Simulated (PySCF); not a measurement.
C₅H₈F₂, SMILES C/C(=C/CF)CF, geometry in Å:

```xyz
15

C     -1.9913     0.3532     0.4997
C     -0.6010    -0.0299     0.0883
C      0.4287     0.8185     0.1993
C      1.8677     0.6115    -0.1648
F      2.5906     1.7044     0.2541
C     -0.4915    -1.4273    -0.4392
F      0.7565    -1.7262    -0.9241
H     -2.0142     1.3601     0.9371
H     -2.6824     0.3374    -0.3605
H     -2.3984    -0.3512     1.2455
H      0.2304     1.8206     0.5968
H      1.9973     0.5028    -1.2552
H      2.2873    -0.2917     0.3066
H     -0.7358    -2.1513     0.3616
H     -1.2275    -1.5798    -1.2507
```

Vertical TDDFT excitations, PBE0/def2-SVPD with PySCF, at a PBE0-D3(BJ)/def2-SVP geometry (no frequency check), gas phase.

Q: Predict the low-lying singlet excitations and the spectrum.

A: The lowest singlet lies at 6.56 eV (189 nm, f = 0.008); the brightest of the first 6 is S2 at 6.81 eV (182 nm), f = 0.409, mainly HOMO → LUMO (90 %). No singlet lies below 3.1 eV (beyond 400 nm), so at this level no vertical transition falls in the visible.


| state | E (eV) | λ (nm) | f | main character |
| --- | --- | --- | --- | --- |
| S1 | 6.56 | 189 | 0.008 | HOMO → LUMO+1 (94 %) |
| S2 | 6.81 | 182 | 0.409 | HOMO → LUMO (90 %) |
| S3 | 7.07 | 175 | 0.017 | HOMO → LUMO+2 (95 %) |
| S4 | 7.64 | 162 | 0.001 | HOMO → LUMO+3 (90 %) |
| S5 | 7.72 | 161 | 0.017 | HOMO → LUMO+4 (72 %) |
| S6 | 7.83 | 158 | 0.008 | HOMO−1 → LUMO (80 %) |

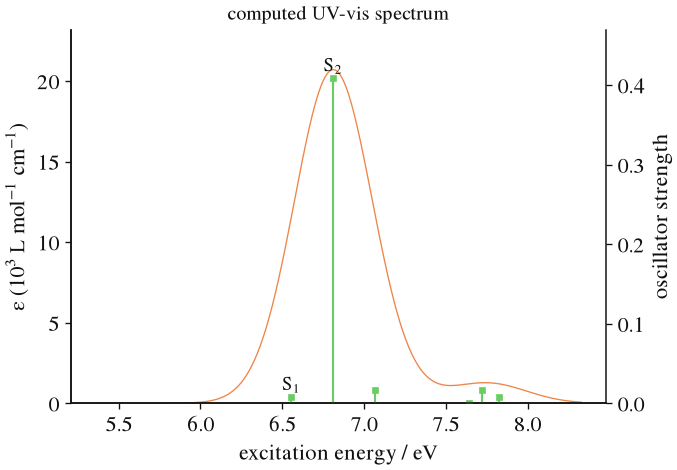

Only the first 6 singlet excitations are included; each is broadened by a Gaussian of 1/e half-width 0.33 eV. Sticks give oscillator strengths (right axis).

Note: states above the negative HOMO energy depend on the basis; one conformer of a flexible molecule; core orbitals are frozen in the response.
